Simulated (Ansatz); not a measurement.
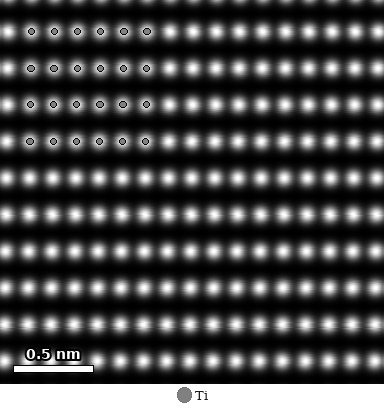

Dark-field STEM-like image of Ti (P6_3/mmc, No. 194) along [210]. Simulation: incoherent imaging, intensity Z^1.6 per atom, probe width 0.75 Å, thin sample. The probe carries 25 % of its weight in a tail 2.5 times as wide. The display is stretched by a gamma of 0.8; percentages refer to the linear signal. A slight drift was added. Structure: the end point of a relaxation at fixed volume with DFT r2SCAN, scalar-relativistic, plane waves, PAW (Ansatz 0.2.0).

Coloured dots in one corner mark the columns of the model.

Q: Describe what the image shows.

A: The columns repeat on a rectangular net of 1.47 × 2.32 Å (plane group p2mm). All columns are alike (Ti). The shortest distance between visible columns is 1.47 Å in projection. Along the beam the structure repeats every 5.08 Å.
